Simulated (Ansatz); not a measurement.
Run report: GeH$_{3}$O$_{2}$F, single-point calculation

The run: single-point calculation of GeH$_{3}$O$_{2}$F. Method and program: RKS HSE06-D4/def2-TZVPP (Ansatz 0.2.0).

The geometry comes from this level: PBE0-D4/def2-TZVP.

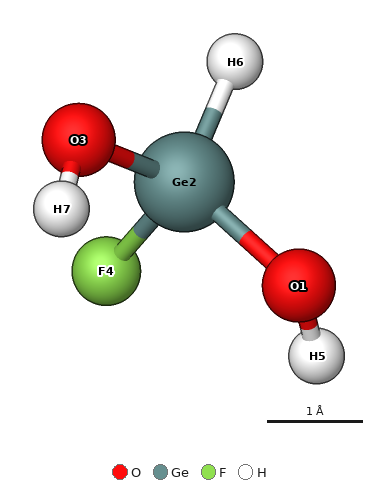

The structure as given in the input (ball-and-stick view, seen at a tilt; atoms are numbered from 1 in the order of the input). Sticks mark near contacts.

Results in brief

- outcome: converged
- total energy: −63369.5323 eV
- mean-field energy: −63369.4469 eV
- dispersion energy: −0.0854 eV
- SCF solution under orbital rotations: stable
- HOMO: −8.99 eV
- LUMO: −0.28 eV
- hardware: 2 CPU threads, shared host
- wall time: 2.4 s (CPU time 4.4 s)
- peak memory: 0.44 GiB

Input
```yaml
crystal:
  periodic: [false, false, false]
  atoms:
    - {symbol: O, position_ang: [-0.352859, 1.140346, -0.859305]}
    - {symbol: Ge, position_ang: [-0.107514, -0.026789, 0.432380]}
    - {symbol: O, position_ang: [1.518225, -0.656049, 0.307557]}
    - {symbol: F, position_ang: [-1.260287, -1.284458, 0.113190]}
    - {symbol: H, position_ang: [-1.209247, 1.041805, -1.283922]}
    - {symbol: H, position_ang: [-0.331411, 0.485846, 1.847486]}
    - {symbol: H, position_ang: [1.804393, -0.768701, -0.603087]}
basis:
  gaussian: {orbitals: def2-TZVPP}
hamiltonian: {xc: hse06, dispersion: d4}
output: {orbitals: {seedname: orbitals}}
```

Log
```
Functional definition: HSE06
  name "HSE06"
  cite "Heyd, Scuseria & Ernzerhof, J. Chem. Phys. 118, 8207 (2003) doi:10.1063/1.1564060"
  cite "Krukau, Vydrov, Izmaylov & Scuseria, J. Chem. Phys. 125, 224106 (2006) doi:10.1063/1.2404663"
  cite "Heyd & Scuseria, J. Chem. Phys. 120, 7274 (2004) doi:10.1063/1.1668634"
  cite "Ernzerhof & Perdew, J. Chem. Phys. 109, 3313 (1998) doi:10.1063/1.476928"
  cite "Perdew, Burke & Ernzerhof, Phys. Rev. Lett. 77, 3865 (1996) doi:10.1103/PhysRevLett.77.3865"
  parent pbe
  parameter a = 0.25
  parameter omega = 0.11/bohr
  # The whole range is PBE's own exchange, as in plane waves. The composition of these papers is wPBEh.
  exchange = pbe_x - a*pbe_x_sr(omega) + a*exact_x_sr(omega)
  correlation = pbe_c
1036 factors; their error is unknown
85 factors; integrals over basis functions are off by at most 3.2e-7 eV
mean field evaluation 1: about -63359.5880 eV, gradient 8.0e1 eV
mean field evaluation 2: about -63337.7161 eV, gradient 1.4e2 eV
mean field evaluation 4: about -63369.0667 eV, gradient 8.2e0 eV
mean field evaluation 8: about -63369.4468 eV, gradient 2.1e-1 eV
mean field evaluation 16: about -63369.4468 eV, gradient 1.5e-5 eV
mean field -63369.44684963 eV, -2328.7842183702 hartree, gradient 1.5e-5 eV, S^2 0.000000; 0 other end points of the search recorded, 0 dependent functions left out
reference -63369.44688075 eV, -2328.7842195139 hartree; 30, 30 occupied and 153, 153 virtual orbitals, 1036 factors
Total energy: -63369.53230472 eV, -2328.7873587868 hartree
```

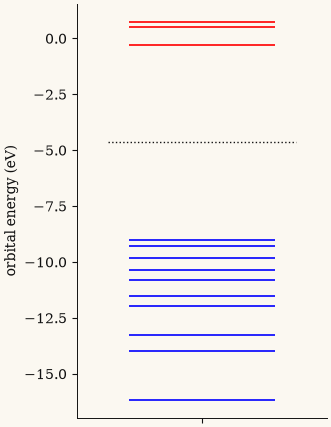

Orbital energies near the frontier; the dotted line parts filled from empty levels, and levels within 0.02 eV of each other stand side by side. Highest filled −8.99 eV, lowest empty −0.28 eV, 8.71 eV apart.
